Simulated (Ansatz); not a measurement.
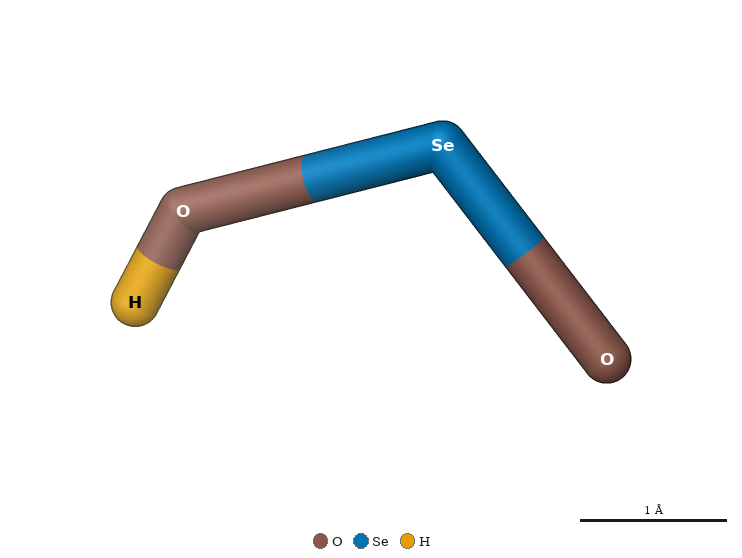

The structure as it stands in the input.

Ansatz 0.2.0 input:

```yaml
crystal:
  periodic: [false, false, false]
  atoms:
    - {symbol: O, position_ang: [0.960855, 0.372114, 1.703105]}
    - {symbol: Se, position_ang: [-0.694989, 0.226100, 0.864145]}
    - {symbol: O, position_ang: [-0.422879, -0.192855, -1.078097]}
    - {symbol: H, position_ang: [0.157014, -0.405359, -1.489153]}
basis:
  gaussian: {orbitals: def2-SVPD}
total_charge: -1
hamiltonian: {xc: pbe, dispersion: d4}
relax: {f_tol: 0.03, max_steps: 250}
```

Command:

```sh
ansatz run in.yaml --threads 2 --pin off --events-out ev --progress --plain --max-ram 4352MiB
```

Result (its end):

```
mean field -69435.52457083 eV, -2551.7084628891 hartree, gradient 2.2e-5 eV, S^2 0.000000; 2 other end points of the search recorded, 0 dependent functions left out
the calculation of the forces begins
reference -69435.52461067 eV, -2551.7084643531 hartree; 26, 26 occupied and 69, 69 virtual orbitals, 885 factors
Total energy: -69435.59390907 eV, -2551.7110110224 hartree
Atom 0 at     0.877846     0.497835     1.565588 Å, force     0.002129     0.000451     0.003091 eV/Å
Atom 1 at    -0.601482    -0.028146     0.850169 Å, force    -0.001417    -0.002139     0.010613 eV/Å
Atom 2 at    -0.391689     0.165881    -1.096347 Å, force     0.005106    -0.007429    -0.018651 eV/Å
Atom 3 at     0.115326    -0.635571    -1.319409 Å, force    -0.005818     0.009118     0.004947 eV/Å
Dipole moment:    -0.353263    -0.375395    -0.161287 e Å
```
